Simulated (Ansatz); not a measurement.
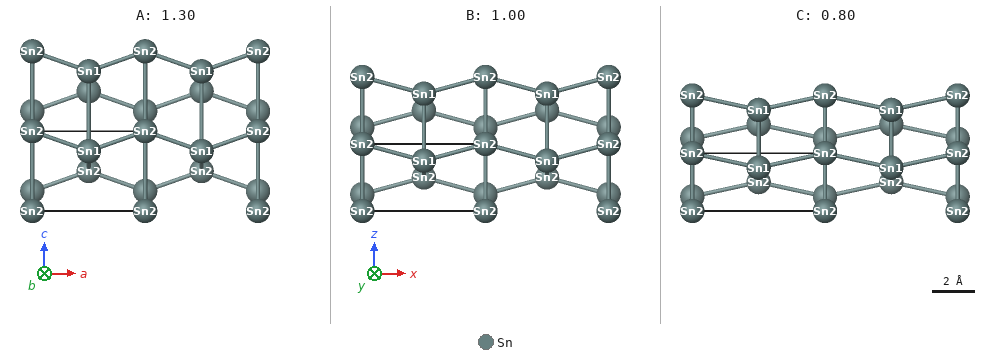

Energy scan for a crystal of Sn (I4_1/amd), in which the ratio of the cell's length along z to its lengths across, counted as 1 for the reference, is changed at fixed volume (a c/a path), with the atoms kept at their fractional coordinates. x, y and z are the Cartesian axes of the input. Style: ball-and-stick. Shown: the conventional cell (2 times the calculation's cell), repeated 2 × 1 × 2 with one cell outlined, along the b axis. Lengths and directions refer to the drawn axes.

Level of theory: DFT PBEsol, scalar-relativistic, plane waves, PAW (Ansatz). Settings: plane-wave cutoff 420 eV; k-point mesh 18 × 18 × 18; occupations gaussian; smearing width 0.15 eV; no spin polarisation. Energies (free energies at the smearing named) are counted from the cell as listed in its source, which wasn't relaxed.

Rank the frames from lowest to highest energy.

Answer. Lowest first: B (the relative ratio 1.00, 0.0 meV/atom), A (the relative ratio 1.30, 154.0 meV/atom), C (the relative ratio 0.80, 227.7 meV/atom). Over the whole scan: the lowest computed point lies at the relative ratio 1.00 (0.0 meV/atom). The end points stand at 227.7 meV/atom (0.80) and 154.0 meV/atom (1.30). The unrelaxed reference is under a pressure of −1.5 GPa. The distortion keeps the space group I4_1/amd. At the relative ratio 1.30 the cell of the drawing goes a 5.880 → 5.388 Å, b 5.880 → 5.388 Å, c 3.199 → 3.810 Å.
